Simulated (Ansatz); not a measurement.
Relaxed Sn (diamond):

```xyz
2
Lattice="0.0000 3.2834 3.2834 3.2834 0.0000 3.2834 3.2834 3.2834 0.0000" Properties=species:S:1:pos:R:3 pbc="T T T"
Sn     1.6417     1.6417     1.6417
Sn     0.0000     0.0000     0.0000
```

In each cell atom 1 (Sn, nearest neighbour Sn at 2.843 Å; its periodic images, 4.6 Å or more away, move with it) moves by s·(0.577, 0.577, 0.577) (along Cartesian [111]), the rest being held.

Computed with r2SCAN (plane waves to 500 eV, PAW, scalar-relativistic; Ansatz, a quantum-chemistry and plane-wave program). k mesh 10×10×10 (Γ-centred), Fermi-Dirac smearing 0.05 eV. The energy includes the smearing's −TS. Compression counts positive. Left out: 1 of 11 points, with atoms too close for the PAW data. With partly filled bands, energies and forces of such displacements shift with the k mesh and the smearing. Sn was relaxed with its symmetry unable to fall. The zero of ΔE is the undisplaced structure.

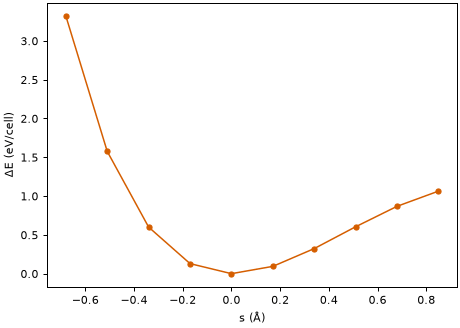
*ΔE (eV/cell) against s (Å); computed points joined by lines.*

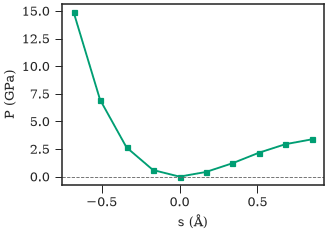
P (GPa) against s (Å); computed points joined by lines.

The force constant k = d²E/ds² at s = 0 (finite differences) is 7.63 eV/Å². The force along the line at s = -0.680 Å comes out as 13.4 eV/Å. Shape of the curve: a single well with its minimum at or next to zero displacement. Symmetry of the curve: not even: the negative side lies higher at ±0.680 Å. Harmonic estimate at the end of the scan: ½ks² = 2757 meV/cell against the computed 1064 meV/cell, so the well is softer than harmonic there.

With its periodic images moving along, the atom's site symmetry in this cell is -43m.

(A displaced cell: forces are minus the slopes of the energy, force constants its curvatures, and phonons follow from these.)
